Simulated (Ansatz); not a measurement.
## Run report: C$_{2}$H$_{9}$BSSi, nudged elastic band (part 1 of 2)

System: C$_{2}$H$_{9}$BSSi.
Method: RKS r2SCAN-D4/6-31G* (Ansatz 0.2.0).

The run did not end well. One setting was made poor on purpose. It belongs to a series of runs on one base structure; here: band between the two ends.

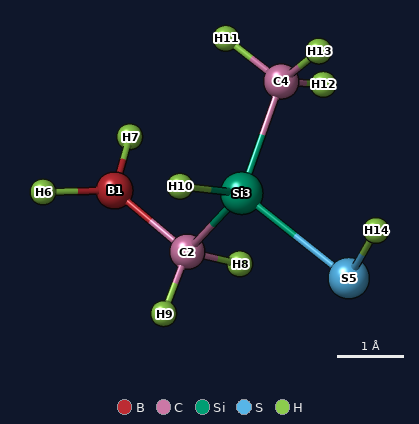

Fig. 1: The input geometry (ball-and-stick view, seen at a tilt; atoms are numbered from 1 in the order of the input).

### Input file
```yaml
crystal:
  periodic: [false, false, false]
  atoms:
    - { symbol: B, position_ang: [-0.709464, -1.253474, 1.586054] }
    - { symbol: C, position_ang: [0.568187, -1.165379, 0.72686] }
    - { symbol: Si, position_ang: [0.539776, 0.539493, -0.107923] }
    - { symbol: C, position_ang: [-1.045002, 0.832578, -1.06792] }
    - { symbol: S, position_ang: [2.266917, 0.516645, -1.408224] }
    - { symbol: H, position_ang: [-0.722855, -0.829313, 2.71013] }
    - { symbol: H, position_ang: [-1.733973, -1.674218, 1.118564] }
    - { symbol: H, position_ang: [0.610234, -1.890698, -0.097729] }
    - { symbol: H, position_ang: [1.504654, -1.183149, 1.300814] }
    - { symbol: H, position_ang: [0.709541, 1.61333, 0.912968] }
    - { symbol: H, position_ang: [-1.905662, 0.887139, -0.387554] }
    - { symbol: H, position_ang: [-1.226419, 0.017693, -1.779033] }
    - { symbol: H, position_ang: [-1.005904, 1.771554, -1.633494] }
    - { symbol: H, position_ang: [2.136869, 1.788599, -1.844912] }
basis:
  gaussian: { orbitals: "6-31G*" }
hamiltonian:
  xc: r2scan
  dispersion: d4
neb:
  order_check: false
  images: 5
  f_tol: 0.03
  max_iterations: 6
  final_atoms:
    - { symbol: B, position_ang: [-0.8545683, -1.38129954, 1.63839043] }
    - { symbol: C, position_ang: [0.4531072, -0.97531216, 0.94693015] }
    - { symbol: Si, position_ang: [0.25541699, 0.97041612, 0.59320596] }
    - { symbol: C, position_ang: [-1.06737891, 0.89601054, -0.80774671] }
    - { symbol: S, position_ang: [2.18636031, 0.91911358, -0.9341183] }
    - { symbol: H, position_ang: [-1.01763972, -1.18651393, 2.81546589] }
    - { symbol: H, position_ang: [-1.77638829, -1.82784299, 1.00545416] }
    - { symbol: H, position_ang: [0.61744297, -1.49012505, -0.01019409] }
    - { symbol: H, position_ang: [1.33632635, -1.04222247, 1.59710597] }
    - { symbol: H, position_ang: [1.91924576, 0.28268085, -2.11163314] }
    - { symbol: H, position_ang: [-2.05389916, 0.81683075, -0.3241849] }
    - { symbol: H, position_ang: [-0.97800704, 0.03318933, -1.4837907] }
    - { symbol: H, position_ang: [-1.09049327, 1.81578934, -1.40743466] }
    - { symbol: H, position_ang: [2.05737411, 2.14008562, -1.48884907] }
  initial_path:
    images:
      - { positions_ang: [[-0.709464, -1.253474, 1.586054], [0.568187, -1.165379, 0.72686], [0.539776, 0.539493, -0.107923], [-1.045002, 0.832578, -1.06792], [2.266917, 0.516645, -1.408224], [-0.722855, -0.829313, 2.71013], [-1.733973, -1.674218, 1.118564], [0.610234, -1.890698, -0.097729], [1.504654, -1.183149, 1.300814], [0.709541, 1.61333, 0.912968], [-1.905662, 0.887139, -0.387554], [-1.226419, 0.017693, -1.779033], [-1.005904, 1.771554, -1.633494], [2.136869, 1.788599, -1.844912]] }
      - { positions_ang: [[-0.73578428, -1.25800411, 1.62641925], [0.51655102, -1.13447113, 0.72920947], [0.48678473, 0.56708351, -0.09635509], [-1.03107324, 0.82976891, -1.10180937], [2.24550741, 0.62940608, -1.35198124], [-0.80754432, -0.71622025, 2.6789336], [-1.69423447, -1.80442907, 1.24209515], [0.54637747, -1.86848187, -0.0859519], [1.45158366, -1.18104986, 1.32391458], [1.1256418, 1.35176398, 0.74269125], [-1.94207013, 0.82664754, -0.4417133], [-1.1627321, 0.02117201, -1.83028065], [-1.03901424, 1.79012208, -1.6464166], [2.0269057, 1.91749217, -1.76015412]] }
      - { positions_ang: [[-0.76210456, -1.26253421, 1.66678449], [0.46491505, -1.10356326, 0.73155895], [0.43379345, 0.59467403, -0.08478719], [-1.01714448, 0.82695982, -1.13569875], [2.22409782, 0.74216717, -1.29573849], [-0.89223365, -0.60312749, 2.64773719], [-1.65449594, -1.93464015, 1.36562629], [0.48252095, -1.84626574, -0.0741748], [1.39851332, -1.17895073, 1.34701515], [1.5417426, 1.09019797, 0.5724145], [-1.97847826, 0.76615608, -0.49587261], [-1.09904521, 0.02465102, -1.88152831], [-1.07212449, 1.80869015, -1.6593392], [1.9169424, 2.04638533, -1.67539623]] }
      - { positions_ang: [[-0.78842484, -1.26706432, 1.70714974], [0.41327907, -1.07265538, 0.73390842], [0.38080218, 0.62226454, -0.07321928], [-1.00321572, 0.82415073, -1.16958812], [2.20268823, 0.85492825, -1.23949573], [-0.97692297, -0.49003474, 2.61654079], [-1.61475741, -2.06485122, 1.48915744], [0.41866442, -1.82404961, -0.06239771], [1.34544299, -1.17685159, 1.37011573], [1.9578434, 0.82863195, 0.40213776], [-2.01488639, 0.70566462, -0.55003191], [-1.03535831, 0.02813003, -1.93277596], [-1.10523473, 1.82725823, -1.67226181], [1.8069791, 2.1752785, -1.59063835]] }
      - { positions_ang: [[-0.81047266, -1.30514272, 1.68422997], [0.42655511, -1.04020764, 0.80491566], [0.33900712, 0.73831507, 0.14892246], [-1.02460345, 0.848104, -1.04897432], [2.19724559, 0.87632336, -1.13770325], [-0.99049522, -0.72219447, 2.68284915], [-1.66863437, -1.98584848, 1.32792301], [0.48492394, -1.71274143, -0.0449965], [1.34240411, -1.13197522, 1.44577914], [1.94497752, 0.64664825, -0.43578588], [-2.02789065, 0.74272, -0.47474957], [-1.01624122, 0.02981646, -1.78311421], [-1.10032091, 1.82343527, -1.58398609], [1.8904441, 2.16354754, -1.55670859]] }
      - { positions_ang: [[-0.83252048, -1.34322113, 1.6613102], [0.43983116, -1.0077599, 0.8759229], [0.29721206, 0.8543656, 0.37106421], [-1.04599118, 0.87205727, -0.92836051], [2.19180295, 0.89771847, -1.03591078], [-1.00406747, -0.9543542, 2.74915752], [-1.72251133, -1.90684573, 1.16668858], [0.55118345, -1.60143324, -0.02759529], [1.33936523, -1.08709884, 1.52144256], [1.93211164, 0.46466455, -1.27370951], [-2.0408949, 0.77977537, -0.39946723], [-0.99712413, 0.0315029, -1.63345245], [-1.09540709, 1.8196123, -1.49571037], [1.9739091, 2.15181658, -1.52277883]] }
      - { positions_ang: [[-0.8545683, -1.38129954, 1.63839043], [0.4531072, -0.97531216, 0.94693015], [0.25541699, 0.97041612, 0.59320596], [-1.06737891, 0.89601054, -0.80774671], [2.18636031, 0.91911358, -0.9341183], [-1.01763972, -1.18651393, 2.81546589], [-1.77638829, -1.82784299, 1.00545416], [0.61744297, -1.49012505, -0.01019409], [1.33632635, -1.04222247, 1.59710597], [1.91924576, 0.28268085, -2.11163314], [-2.05389916, 0.81683075, -0.3241849], [-0.97800704, 0.03318933, -1.4837907], [-1.09049327, 1.81578934, -1.40743466], [2.05737411, 2.14008562, -1.48884907]] }
```

Command:
```bash
ansatz run input.yaml --threads 2 --pin off --max-ram 3072MiB --backend cpu --events-out ev --progress --plain --runs-dir out
```

### Log
```
Engine: ansatz 0.2.0, x86_64-unknown-linux-gnu
Functional definition: r2SCAN
  parameter k0 = 0.174
  parameter k1 = 0.065
  parameter a1 = 4.9479
  exchange = r2scan_x(k0 = k0, k1 = k1, a1 = a1)
  correlation = r2scan_c
1295 factors; their error is unknown
mean field evaluation 1: about -21598.2023 eV, gradient 5.9e1 eV
mean field evaluation 2: about -21592.3716 eV, gradient 7.2e1 eV
mean field evaluation 4: about -21606.5215 eV, gradient 2.7e0 eV
mean field evaluation 8: about -21606.5419 eV, gradient 5.8e-2 eV
mean field evaluation 16: about -21606.4422 eV, gradient 1.7e-4 eV
mean field -21606.44221085 eV, -794.0221058762 hartree, gradient 7.4e-6 eV, S^2 0.000000; 0 other end points of the search recorded, 0 dependent functions left out
the calculation of the forces begins
reference -21606.44222012 eV, -794.0221062167 hartree; 28, 28 occupied and 73, 73 virtual orbitals, 1295 factors
1295 factors; their error is unknown
mean field evaluation 32: about -21603.7894 eV, gradient 4.6e-3 eV
mean field -21603.78942169 eV, -793.9246176726 hartree, gradient 3.1e-5 eV, S^2 0.000000; 0 other end points of the search recorded, 0 dependent functions left out
[... from here on the field's lines of each further geometry are left out, up to the last ...]
NEB iter   1: max|band force component| = 1.907e2 eV/Å  barrier→ = 51.7849 eV  barrier← = 49.1367 eV  Δτ_max = 0.2000 Å  (202 SCF iters)
NEB iter   2: max|band force component| = 7.353e1 eV/Å  barrier→ = 20.4834 eV  barrier← = 17.8352 eV  Δτ_max = 0.2000 Å  (158 SCF iters)
NEB iter   3: max|band force component| = 3.750e1 eV/Å  barrier→ = 11.8425 eV  barrier← = 9.1943 eV  Δτ_max = 0.2000 Å  (156 SCF iters)
NEB iter   4: max|band force component| = 1.772e1 eV/Å  barrier→ = 6.2299 eV  barrier← = 3.5817 eV  Δτ_max = 0.1939 Å  (159 SCF iters)
NEB iter   5: max|band force component| = 7.697e0 eV/Å  barrier→ = 4.0526 eV  barrier← = 1.4044 eV  Δτ_max = 0.1995 Å  (152 SCF iters)
the calculation of the forces begins
reference -21603.17756790 eV, -793.9021324608 hartree; 28, 28 occupied and 73, 73 virtual orbitals, 1295 factors
these checks for a lower state are left out or cut short: starts, cluster_reference, orbital_swaps, neighbouring_geometries, increment
1295 factors; their error is unknown
mean field evaluation 320: about -21603.1976 eV, gradient 2.0e-5 eV
mean field -21603.19763817 eV, -793.9028700294 hartree, gradient 2.0e-5 eV, S^2 0.000000; 0 other end points of the search recorded, 0 dependent functions left out
the calculation of the forces begins
reference -21603.19764755 eV, -793.9028703742 hartree; 28, 28 occupied and 73, 73 virtual orbitals, 1295 factors
NEB iter   6: max|band force component| = 3.647e0 eV/Å  barrier→ = 3.5409 eV  barrier← = 0.8927 eV  Δτ_max = 0.2000 Å  (156 SCF iters)
```

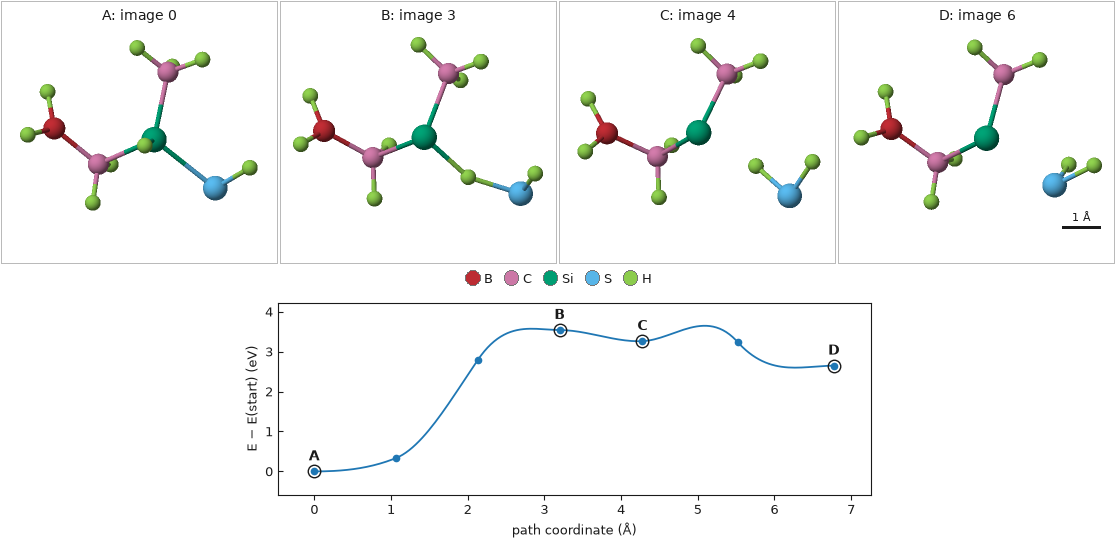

Fig. 2: Images of the last band (counted from 0; ball-and-stick, seen on its broad side) above the energy along the path; the line is a cubic interpolation that uses the forces. The highest image is number 3, 3.541 eV above the start and 0.893 eV above the end; the end lies 2.648 eV above the start. The path is 6.78 Å long. The band had not converged after 6 iterations.
